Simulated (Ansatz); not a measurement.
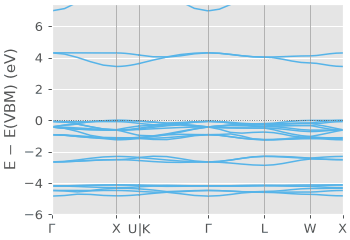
Fig. 1. Band structure from the program Ansatz at the HSE06 level (PAW)

### Question
Read off the gap and where the band edges lie.

### Answer
About 3.4 eV (3.44 eV among the points solved); maximum at X, minimum at X.

### Question
Which of these materials gives this?
A) Rb2PtCl6, Fm-3m (Rb on 8c, Pt on 4a, Cl on 24e)
B) Ca2H6Os, Fm-3m (Ca on 8c, H on 24e, Os on 4a)
C) Li2H6Pt, Fm-3m (Li on 8c, H on 24e, Pt on 4a)

### Answer
A, Rb2PtCl6, Fm-3m (Rb on 8c, Pt on 4a, Cl on 24e)

The first step of the workflow began from a Materials Project structure, measured or hypothetical; the Crystallography Open Database files this formula in space group No. 225, but the cells were not matched. Whether it is the stable phase at ambient conditions was not checked. The HSE06 relaxation kept the symmetry of its start; whether a distortion lowers the energy is not shown. The run is not spin-polarised. The hybrid was solved on a coarse mesh, the path and, where they were found, the r²SCAN edge points; its band edges are the extreme levels among these. Spin–orbit coupling is left out wherever it is not named.

Potentials: the later of the program's two PAW sets.
